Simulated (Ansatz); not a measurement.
# (KF)3(LiCl)1 [001] superlattice, started as rocksalt type: a soft mode frozen in, part 2 of 3

Aim: this structure of (KF)3(LiCl)1 [001] superlattice, started as rocksalt type is to be tested for unstable modes, and one is followed downhill.

Ansatz 0.2.0; DFT PBEsol, scalar-relativistic, plane waves, PAW.

So far. Step 2 (Modes at Γ): Before it was imposed, the acoustic sum rule was missed by 2.4e-4 eV/Å² and the charge sum rule by 3.5e-5 e. Small misses are needed for a sound result but don't prove that mesh and cutoff are converged. The lowest optical mode is imaginary, 172.4i cm⁻¹, so the energy falls along it. Step 3 (The mode frozen in, largest atomic shift 0 Å): At this level the gap is 5.72 eV on the k-mesh of the self-consistent run, which can miss the band edges.

The structure was built from a prototype and need not be the compound's stable phase.

### 4. The mode frozen in, largest atomic shift 0.6 Å

The atoms are moved along the unstable eigenvector, the largest shift by 0.6 Å, with the cell fixed.

The input, input.yaml:

```yaml
crystal:
  lattice:
    - [2.5943761056, 2.5943761056, 0.0]
    - [-2.5943761056, 2.5943761056, 0.0]
    - [0.0, 0.0, 11.2332288308]
  atoms:
    - { symbol: Cl, position: [0.0, 0.0, 0.7452247837] }
    - { symbol: F, position: [0.5, 0.5, 0.0238242413] }
    - { symbol: F, position: [0.0, 0.0, 0.2556536561] }
    - { symbol: F, position: [0.5, 0.5, 0.5120699527] }
    - { symbol: K, position: [0.0, 0.0, 0.0134113579] }
    - { symbol: K, position: [0.5, 0.5, 0.2470216177] }
    - { symbol: K, position: [0.0, 0.0, 0.4831888583] }
    - { symbol: Li, position: [0.5, 0.5, 0.6965870402] }
kpoints:
  mp_grid: { grid: [8, 8, 2] }
hamiltonian:
  xc: pbesol
scf:
  occupations: { method: gaussian, width: 0.02 }
output:
  forces: true
  stress: true
  eigenvalues: true
```

Run with:

```console
$ ansatz run input.yaml --threads 4 --pin off --max-ram 14336MiB --backend cpu --events-out ev --progress --plain --runs-dir out
```

Numbers of over 12 decimals in the logs are rounded to 6 here.

Log:

```text
[...]
Crystal: 8 atoms, lattice volume = 151.217 Å³
Basis set: ecut = 420 eV, 2941 PW (Γ), exchange–correlation on 50×50×160 points (8 copies of the dense FFT grid, shifted against one another)
Bands: 37, of which v1, the nominal top of the filled ones, is band 29 counted from 1 (28 counted from 0)
Symmetry: 8 space group operations
[...]
k-points: 30 of 128
[...]
k-point 0: bands = [... 25 lower, 1.4535, 1.4570, 1.6679, 1.6679, 7.1127, 8.4602, 9.1671, 9.1856, ... 3 higher]
  k-point 1: bands = [... 25 lower, 1.4536, 1.4536, 1.6675, 1.6675, 7.4482, 7.8327, 9.2124, 9.8013, ... 3 higher]
  k-point 2: bands = [... 25 lower, 1.4621, 1.4875, 1.5571, 1.6116, 7.4200, 8.6718, 9.3368, 9.4275, ... 3 higher]
  k-point 29: bands = [... 25 lower, 1.2559, 1.4678, 1.5680, 1.5680, 9.2381, 9.3033, 9.3033, 9.9588, ... 3 higher]
[key lines of the parts left out:]
SCF converged after 8 iterations
Free energy (F): -8224.577858 eV
Fermi energy:    4.416711 eV
P = ⅓ Tr σ = 0.2357 GPa (2.357 kbar)
```

The job ended after 3 s (4 threads of Intel Xeon Platinum 8375C at 2.90GHz (Ice Lake), shared host; peak memory 0.53 GiB).

This step gave:

* pressure: 0.2357 GPa
* gap on the k-mesh: 5.392 eV
* energy from the undistorted cell: -23.62 meV/atom

The energy, extrapolated to zero smearing, is -23.62 meV/atom against the undistorted cell.

The run ends at a pressure of 0.24 GPa, with forces up to 0.36 eV/Å.

### 5. Energy along the mode, all amplitudes (two of the runs are shown above)

An imaginary frequency means negative curvature, so the energy should fall and then rise again as anharmonic terms take over.

This step gave:

```yaml
depth_at_the_lowest_point_sampled: 23.62 meV/atom
largest_atomic_shift_at_that_point: 0.6 Å
```

Table of energy from the parent by largest atomic shift:

| largest atomic shift (Å) | energy from the parent (meV/atom) |
| --- | --- |
| 0.000 | 0 |
| 0.040 | -0.13 |
| 0.080 | -0.52 |
| 0.140 | -1.58 |
| 0.220 | -3.87 |
| 0.320 | -8.01 |
| 0.450 | -15.0 |
| 0.600 | -23.6 |

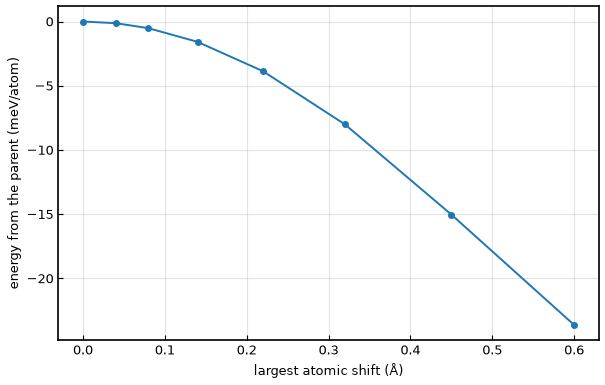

Energy from the parent against largest atomic shift.

Displacement at unit largest shift by atom:

```csv
atom,x (Å),y (Å),z (Å),size
Cl1,0.00,0.00,-0.09,0.09
F2,0.00,0.00,0.34,0.34
F3,0.00,0.00,0.11,0.11
F4,0.00,0.00,0.34,0.34
K5,0.00,0.00,-0.03,0.03
K6,0.00,0.00,-0.06,0.06
K7,0.00,0.00,-0.03,0.03
Li8,0.00,0.00,-1.00,1.00
```

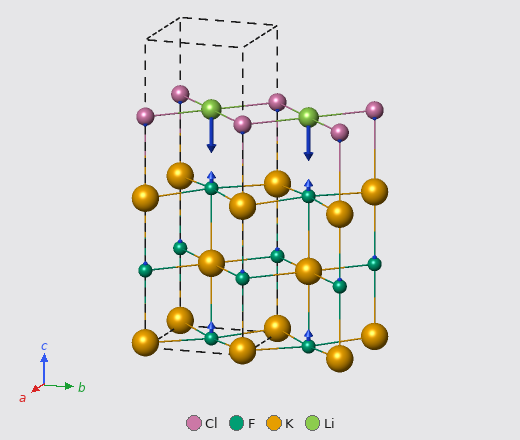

Displacement at unit largest shift as arrows, the longest 1 Å. 1×2×1 cells are drawn. Some periodic images of atoms are drawn too.

The lowest of the steps tried is the last one, at 0.6 Å, 23.6 meV/atom below the parent; the bottom of the well need not coincide with a step.

### 6. Relaxing from the distorted cell

Starting from the lowest point found, all atoms and the cell are let go, so that strain and other modes of the same symmetry can join in.

input.yaml: that of step 4 with these lines changed.

```diff
@@ -19,3 +19,3 @@
 scf:
-  occupations: { method: gaussian, width: 0.02 }
+  occupations: { method: fixed }
 output:
@@ -24 +24,10 @@
   eigenvalues: true
+  write_density: true
+  write_potential: true
+  elf: true
+  volumetric_format: npy
+relax:
+  adjacent_minimum: "off"
+  f_tol: 0.002
+  max_steps: 120
+  cell: { stress_tol: 0.03 }
```

Log:

```text
[...]
Crystal: 8 atoms, lattice volume = 151.217 Å³
Basis set: ecut = 420 eV, 2941 PW (Γ), exchange–correlation on 50×50×160 points (8 copies of the dense FFT grid, shifted against one another)
Bands: 37, of which v1, the nominal top of the filled ones, is band 29 counted from 1 (28 counted from 0)
Symmetry: 8 space group operations
[...]
k-points: 30 of 128
[...]
SCF iter   1: F=—  HF=-8224.610009 eV  |F-HF|=—  |Δ(HF+E_count)|=         —  Δρ=9.68e-3  dr2=1.08e-1  ethr=1.77e-3  ⟨swp⟩=4.9  Hψ=4334  notcnv=0  defer=169
[...]
SCF iter   8: F=-8224.577858 eV  HF=-8224.577858 eV  |F-HF|=3.23e-8  |Δ(HF+E_count)|=   2.32e-7  Δρ=3.47e-6  dr2=2.47e-8  ethr=1.72e-10  ⟨swp⟩=15.7  Hψ=8836  notcnv=0
SCF 1 converged in 8 iterations: F = -8224.577858 eV  dr2 = 2.47e-8
[...]
relax step   1: F+E_penalty+E_count = -8224.57785821 eV  Δ(F+E_penalty+E_count) = +0.000e0 eV  max|allowed force component| = 3.565e-1 eV/Å  Δτ_max = 0.0000 Å  P = +0.236 GPa  Ω = 151.217 Å³  (8 SCF iters, dr2 threshold 1.00e-7 eV, accepted)
Crystal: 8 atoms, lattice volume = 155.304 Å³
Basis set: ecut = 420 eV, 3055 PW (Γ), exchange–correlation on 50×50×160 points (8 copies of the dense FFT grid, shifted against one another)
[...]
iter 1 solved again at ethr=4.33e-4 eV; its pass at ethr=3.10e-3 eV (dr2=2.51e-1 eV) is discarded
[...]
SCF iter   8: F=-8224.591119 eV  HF=-8224.591119 eV  |F-HF|=1.38e-8  |Δ(HF+E_count)|=   4.12e-7  Δρ=6.82e-6  dr2=6.56e-8  ethr=1.38e-9  ⟨swp⟩=7.0  Hψ=7339  notcnv=0
SCF 2 converged in 8 iterations: F = -8224.591119 eV  dr2 = 6.56e-8
relax step   2: F+E_penalty+E_count = -8224.59111897 eV  Δ(F+E_penalty+E_count) = -1.326e-2 eV  max|allowed force component| = 5.102e-1 eV/Å  Δτ_max = 0.1944 Å  P = -0.174 GPa  Ω = 155.304 Å³  energy of the carried Pulay correction = -6.441e-3 eV  (8 SCF iters, dr2 threshold 8.00e-7 eV, accepted)
Crystal: 8 atoms, lattice volume = 154.482 Å³
Basis set: ecut = 420 eV, 3031 PW (Γ), exchange–correlation on 50×50×160 points (8 copies of the dense FFT grid, shifted against one another)
[...]
SCF iter   6: F=-8224.652597 eV  HF=-8224.652597 eV  |F-HF|=3.12e-7  |Δ(HF+E_count)|=   2.72e-6  Δρ=1.61e-5  dr2=5.07e-7  ethr=1.38e-9  ⟨swp⟩=13.4  Hψ=9815  notcnv=0
SCF 3 converged in 6 iterations: F = -8224.652597 eV  dr2 = 5.07e-7
[...]
relax step   3: F+E_penalty+E_count = -8224.65259712 eV  Δ(F+E_penalty+E_count) = -6.148e-2 eV  max|allowed force component| = 1.919e-1 eV/Å  Δτ_max = 0.0708 Å  P = +0.021 GPa  Ω = 154.482 Å³  energy of the carried Pulay correction = -5.160e-3 eV  (6 SCF iters, dr2 threshold 8.00e-7 eV, accepted)
[... from here on, the SCF cycles and remarks between the steps are left out ...]
relax step   4: F+E_penalty+E_count = -8224.66906865 eV  Δ(F+E_penalty+E_count) = -1.647e-2 eV  max|allowed force component| = 2.322e-1 eV/Å  Δτ_max = 0.0751 Å  P = +0.221 GPa  Ω = 155.086 Å³  energy of the carried Pulay correction = -6.102e-3 eV  (7 SCF iters, dr2 threshold 8.00e-7 eV, accepted)
relax step   5: F+E_penalty+E_count = -8224.66827055 eV  Δ(F+E_penalty+E_count) = +7.981e-4 eV  max|allowed force component| = 2.430e-1 eV/Å  Δτ_max = 0.1303 Å  P = +0.113 GPa  Ω = 156.494 Å³  energy of the carried Pulay correction = -8.284e-3 eV  (7 SCF iters, dr2 threshold 8.00e-7 eV, accepted)
relax step   6: F+E_penalty+E_count = -8224.68172167 eV  Δ(F+E_penalty+E_count) = -1.345e-2 eV  max|allowed force component| = 4.506e-2 eV/Å  Δτ_max = 0.0668 Å  P = -0.031 GPa  Ω = 156.478 Å³  energy of the carried Pulay correction = -8.260e-3 eV  (6 SCF iters, dr2 threshold 8.00e-7 eV, accepted)
relax step   7: F+E_penalty+E_count = -8224.68270513 eV  Δ(F+E_penalty+E_count) = -9.835e-4 eV  max|allowed force component| = 1.725e-2 eV/Å  Δτ_max = 0.0115 Å  P = -0.014 GPa  Ω = 156.643 Å³  energy of the carried Pulay correction = -8.515e-3 eV  (6 SCF iters, dr2 threshold 1.27e-7 eV, accepted)
relax step   8: F+E_penalty+E_count = -8224.68307041 eV  Δ(F+E_penalty+E_count) = -3.653e-4 eV  max|allowed force component| = 6.453e-3 eV/Å  Δτ_max = 0.0166 Å  P = -0.002 GPa  Ω = 156.681 Å³  energy of the carried Pulay correction = -8.572e-3 eV  (7 SCF iters, dr2 threshold 3.20e-8 eV, accepted)
relax step   9: F+E_penalty+E_count = -8224.68257929 eV  Δ(F+E_penalty+E_count) = +4.911e-4 eV  max|allowed force component| = 3.042e-2 eV/Å  Δτ_max = 0.0055 Å  P = -0.042 GPa  Ω = 156.846 Å³  energy of the carried Pulay correction = -8.827e-3 eV  (8 SCF iters, dr2 threshold 2.60e-9 eV, rejected (line search))
relax step  10: F+E_penalty+E_count = -8224.68311515 eV  Δ(F+E_penalty+E_count) = -4.474e-5 eV  max|allowed force component| = 1.025e-3 eV/Å  Δτ_max = 0.0013 Å  P = +0.001 GPa  Ω = 156.663 Å³  energy of the carried Pulay correction = -8.545e-3 eV  (10 SCF iters, accepted)
relax step  11: F+E_penalty+E_count = -8224.70470005 eV  Δ(F+E_penalty+E_count) = -2.158e-2 eV  max|allowed force component| = 1.008e-3 eV/Å  Δτ_max = 0.0000 Å  P = +0.228 GPa  Ω = 156.663 Å³  stress off target by 5.58e-1 GPa  SCF on the basis re-selected at this cell (its energy is not comparable with the rows above)  (8 SCF iters)
relax step  12: F+E_penalty+E_count = -8224.70778670 eV  Δ(F+E_penalty+E_count) = -3.087e-3 eV  max|allowed force component| = 1.799e-2 eV/Å  Δτ_max = 0.0408 Å  P = +0.068 GPa  Ω = 158.296 Å³  energy of the carried Pulay correction = -2.625e-3 eV  (6 SCF iters, dr2 threshold 7.79e-7 eV, accepted)
relax step  13: F+E_penalty+E_count = -8224.70715565 eV  Δ(F+E_penalty+E_count) = +6.310e-4 eV  max|allowed force component| = 7.348e-3 eV/Å  Δτ_max = 0.0183 Å  P = +0.000 GPa  Ω = 158.935 Å³  energy of the carried Pulay correction = -3.718e-3 eV  (8 SCF iters, dr2 threshold 3.89e-8 eV, accepted)
relax step  14: F+E_penalty+E_count = -8224.70726242 eV  Δ(F+E_penalty+E_count) = -1.068e-4 eV  max|allowed force component| = 8.206e-3 eV/Å  Δτ_max = 0.0031 Å  P = +0.001 GPa  Ω = 158.880 Å³  energy of the carried Pulay correction = -3.623e-3 eV  (6 SCF iters, dr2 threshold 3.37e-9 eV, accepted)
relax step  15: F+E_penalty+E_count = -8224.70720060 eV  Δ(F+E_penalty+E_count) = +6.181e-5 eV  max|allowed force component| = 5.805e-3 eV/Å  Δτ_max = 0.0021 Å  P = -0.005 GPa  Ω = 158.917 Å³  energy of the carried Pulay correction = -3.687e-3 eV  (6 SCF iters, dr2 threshold 4.21e-9 eV, accepted)
relax step  16: F+E_penalty+E_count = -8224.70723518 eV  Δ(F+E_penalty+E_count) = -3.457e-5 eV  max|allowed force component| = 1.237e-3 eV/Å  Δτ_max = 0.0015 Å  P = -0.002 GPa  Ω = 158.902 Å³  energy of the carried Pulay correction = -3.660e-3 eV  (6 SCF iters, dr2 threshold 2.11e-9 eV, accepted)
relax step  17: F+E_penalty+E_count = -8224.71198553 eV  Δ(F+E_penalty+E_count) = -4.750e-3 eV  max|allowed force component| = 1.237e-3 eV/Å  Δτ_max = 0.0000 Å  P = +0.021 GPa  Ω = 158.902 Å³  stress off target by 1.07e-1 GPa  SCF on the basis re-selected at this cell (its energy is not comparable with the rows above)  (7 SCF iters)
relax step  18: F+E_penalty+E_count = -8224.71183024 eV  Δ(F+E_penalty+E_count) = +1.553e-4 eV  max|allowed force component| = 2.730e-3 eV/Å  Δτ_max = 0.0081 Å  P = +0.001 GPa  Ω = 159.181 Å³  energy of the carried Pulay correction = -4.253e-4 eV  (7 SCF iters, dr2 threshold 2.88e-8 eV, accepted)
relax step  19: F+E_penalty+E_count = -8224.71173200 eV  Δ(F+E_penalty+E_count) = +9.825e-5 eV  max|allowed force component| = 1.803e-3 eV/Å  Δτ_max = 0.0034 Å  P = -0.004 GPa  Ω = 159.260 Å³  energy of the carried Pulay correction = -5.459e-4 eV  (8 SCF iters, dr2 threshold 4.66e-10 eV, accepted)
[...]
SCF iter   6: F=-8224.712309 eV  HF=-8224.712309 eV  |F-HF|=9.09e-12  |Δ(HF+E_count)|=  2.73e-11  Δρ=1.04e-7  dr2=9.50e-12  ethr=1.00e-12  ⟨swp⟩=5.0  Hψ=4194  notcnv=0
SCF 20 converged in 6 iterations: F = -8224.712309 eV  dr2 = 9.50e-12
relax step  20: F+E_penalty+E_count = -8224.71230865 eV  Δ(F+E_penalty+E_count) = -5.767e-4 eV  max|allowed force component| = 1.801e-3 eV/Å  Δτ_max = 0.0000 Å  P = -0.002 GPa  Ω = 159.260 Å³  stress off target by 1.77e-2 GPa  SCF on the basis re-selected at this cell (its energy is not comparable with the rows above)  (6 SCF iters)
[...]
SCF converged after 6 iterations
Free energy (F): -8224.712309 eV
[...]
Internal energy: -8224.712309 eV  (E = F + TS)
E sigma→0 (E₀):  -8224.712309 eV
Fermi energy:    1.596174 eV
[...]
--- Forces (eV/Å), atoms counted from 1 ---
  atom   1  Cl     0.00000000    -0.00000000     0.00043545
  atom   2  F     -0.00000000     0.00000000    -0.00020839
  atom   3  F     -0.00000000     0.00000000    -0.00031028
  atom   4  F     -0.00000000    -0.00000000    -0.00180148
  atom   5  K     -0.00000000     0.00000000    -0.00046110
  atom   6  K      0.00000000     0.00000000     0.00043218
  atom   7  K      0.00000000    -0.00000000     0.00080191
  atom   8  Li     0.00000000    -0.00000000     0.00110936
  max |Σ_I F_I| component: 2.34e-6 eV/Å
--- Stress (GPa, compression-positive) ---
       -0.011695       0.000000       0.000000
        0.000000      -0.011695      -0.000000
        0.000000       0.000000       0.017662
  P = ⅓ Tr σ = -0.0019 GPa (-0.019 kbar)
--- Band table (eV; the first three rows and the last of 30) ---
  k-point 0: bands = [... 25 lower, 0.8029, 0.8029, 1.3316, 1.3316, 6.5834, 7.7726, 8.3268, 9.2773, ... 4 higher]
  k-point 1: bands = [... 25 lower, 0.8030, 0.8030, 1.3316, 1.3316, 6.9444, 7.1065, 8.8371, 9.3199, ... 4 higher]
  k-point 2: bands = [... 25 lower, 0.7160, 0.7590, 1.0227, 1.3662, 6.8850, 7.9683, 8.5461, 9.5078, ... 4 higher]
  k-point 29: bands = [... 25 lower, 0.5931, 0.6004, 0.6004, 1.0045, 8.7739, 9.5519, 9.5519, 9.6845, ... 4 higher]
--- Relaxed structure (17 steps of the walk, 16 accepted, 3 SCFs on fresh bases) ---
  F+E_penalty+E_count = -8224.71230865 eV   max|allowed force component| = 1.801e-3 eV/Å   (the final SCF, on the basis selected at the relaxed cell)
  cell:  # Å, volume = 159.2596 Å³
    - [2.547579, 2.547579, 0]
    - [-2.547579, 2.547579, 0]
    - [0, 0, 12.269315]
  atoms:
    - { symbol: Cl, position: [0, 0, 0.735048] }
    - { symbol: F, position: [0.500000, 0.500000, 0.032335] }
    - { symbol: F, position: [0, 0, 0.278837] }
    - { symbol: F, position: [0.500000, 0.500000, 0.534332] }
    - { symbol: K, position: [0, 0, -0.012765] }
    - { symbol: K, position: [0.500000, 0.500000, 0.238374] }
    - { symbol: K, position: [0, 0, 0.487900] }
    - { symbol: Li, position: [0.500000, 0.500000, 0.682919] }
```

Elapsed: 83 s, on 4 threads; peak memory 0.6 GiB.

Relaxation path:

| step | energy less that of the first step (eV) | largest force component (eV/Å) | pressure (GPa) | volume (Å³) |
| --- | --- | --- | --- | --- |
| 1 | 0.0000 | 0.3565 | 0.24 | 151.22 |
| 2 | -0.0133 | 0.5102 | -0.17 | 155.30 |
| 3 | -0.0747 | 0.1919 | 0.02 | 154.48 |
| 4 | -0.0912 | 0.2322 | 0.22 | 155.09 |
| 5 | -0.0904 | 0.2430 | 0.11 | 156.49 |
| 6 | -0.1039 | 0.0451 | -0.03 | 156.48 |
| 7 | -0.1048 | 0.0172 | -0.01 | 156.64 |
| 8 | -0.1052 | 0.0065 | 0.00 | 156.68 |
| 9 | -0.1047 | 0.0304 | -0.04 | 156.85 |
| 10 | -0.1053 | 0.0010 | 0.00 | 156.66 |
| 11* | -0.1268 | 0.0010 | 0.23 | 156.66 |
| 12 | -0.1299 | 0.0180 | 0.07 | 158.30 |
| 13 | -0.1293 | 0.0073 | 0.00 | 158.93 |
| 14 | -0.1294 | 0.0082 | 0.00 | 158.88 |
| 15 | -0.1293 | 0.0058 | 0.00 | 158.92 |
| 16 | -0.1294 | 0.0012 | 0.00 | 158.90 |
| 17* | -0.1341 | 0.0012 | 0.02 | 158.90 |
| 18 | -0.1340 | 0.0027 | 0.00 | 159.18 |
| 19 | -0.1339 | 0.0018 | 0.00 | 159.26 |
| 20* | -0.1345 | 0.0018 | 0.00 | 159.26 |

Relaxation steps marked * repeat the geometry before them on a plane-wave basis chosen anew for their cell, so energy and pressure can jump there. Relaxation step 9 was tried and not accepted.

Forces are held to the 8 operations that the run works with; a distortion that breaks them can't arise in this run.

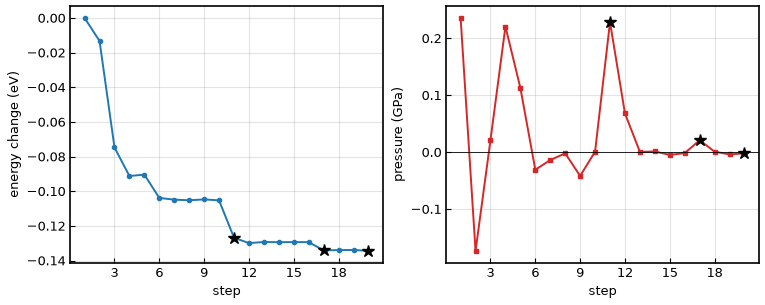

Energy and pressure along the relaxation. Stars mark steps on a basis chosen anew.

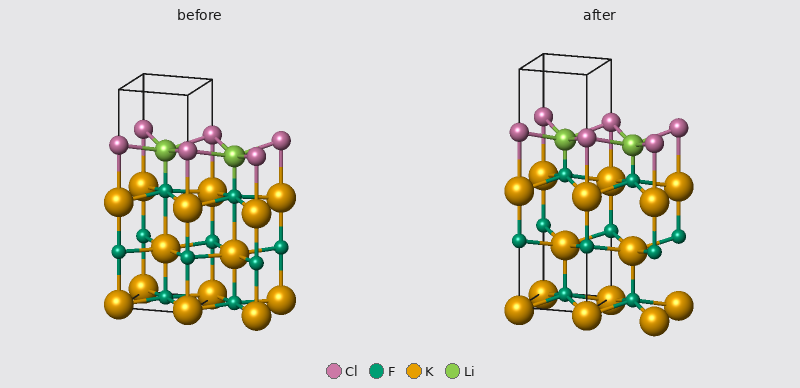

Before and after, at one scale.

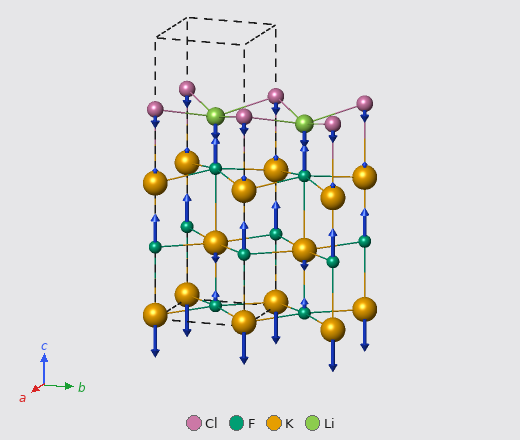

Displacements in the relaxation, exaggerated, measured against the changing cell; the longest in the cell stands for 0.32 Å. 1×2×1 cells are drawn. Some periodic images of atoms are drawn too.

```csv
"conventional cell, symmetrised",before,after,change
a (Å),3.669,3.603,-1.8 %
b (Å),3.669,3.603,-1.8 %
c (Å),11.233,12.269,+9.2 %
volume (Å³/atom),18.90,19.91,+5.3 %
```

The atoms that moved most (Å, as changes of fractional coordinates times the final cell):

```
atom     dx     dy      dz  length
  K5  0.000  0.000  -0.321   0.321
  F3  0.000  0.000   0.284   0.284
  F4  0.000  0.000   0.273   0.273
 Li8  0.000  0.000  -0.168   0.168
 Cl1  0.000  0.000  -0.125   0.125
  K6  0.000  0.000  -0.106   0.106
  F2  0.000  0.000   0.104   0.104
  K7  0.000  0.000   0.058   0.058
```

Numbers from this step:

```yaml
pressure: -0.001909 GPa
gap_on_the_k_mesh: 4.987 eV
volume_per_atom: 19.91 Å³
```

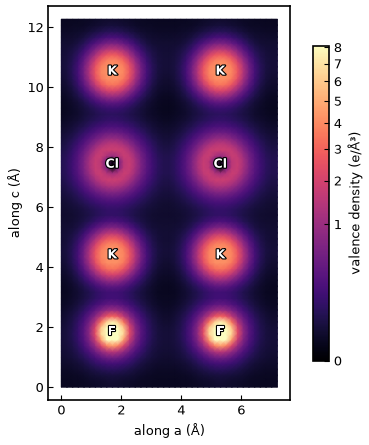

Valence density in the ac plane at fractional y = 0.000, with atoms of Cl and F and K within 0.2 Å of it. It is the smooth field of the valence electrons, not physical close to the nuclei. The map starts off the cell's origin, so that atoms lie inside it. The colour scale is stretched toward low values.

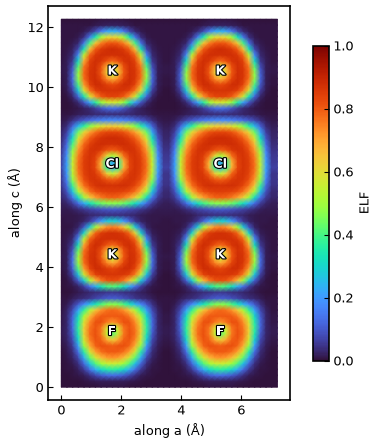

ELF in the ac plane at fractional y = 0.000, with atoms of Cl and F and K within 0.2 Å of it. It is the smooth field of the valence electrons, not physical close to the nuclei. The map starts off the cell's origin, so that atoms lie inside it.

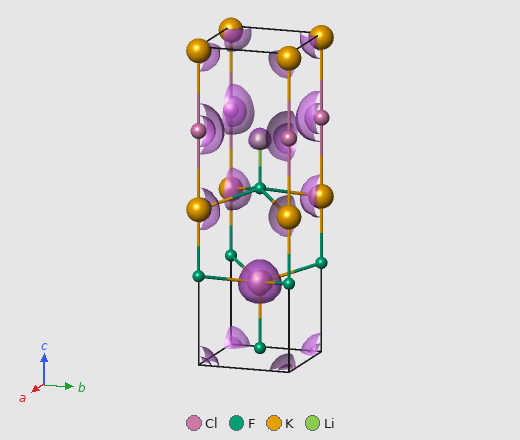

Surface of ELF = 0.85.

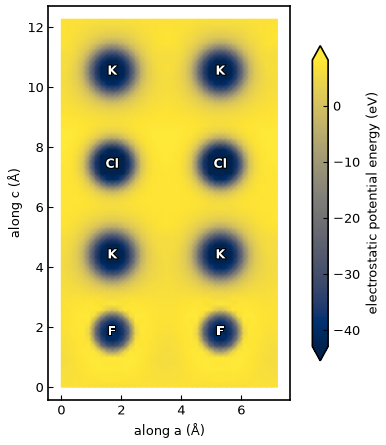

Electrostatic potential energy in the ac plane at fractional y = 0.000, with atoms of Cl and F and K within 0.2 Å of it. With pseudopotentials it is smooth inside the atoms' cores, unlike the true potential. The map starts off the cell's origin, so that atoms lie inside it.

The distorted start has space group P4mm; the relaxation ends in P4mm.

[end of part 2 of 3]

[Logs are printed without paths, hosts, clocks, repeated set-up lines and the standing remarks that a program may print on its own settings, such as how far it seeks lower states.]

[Hosts, paths, dates, database ids (printed as entryN), source tags and the programs' standing remarks are cut or masked in the printed files.]
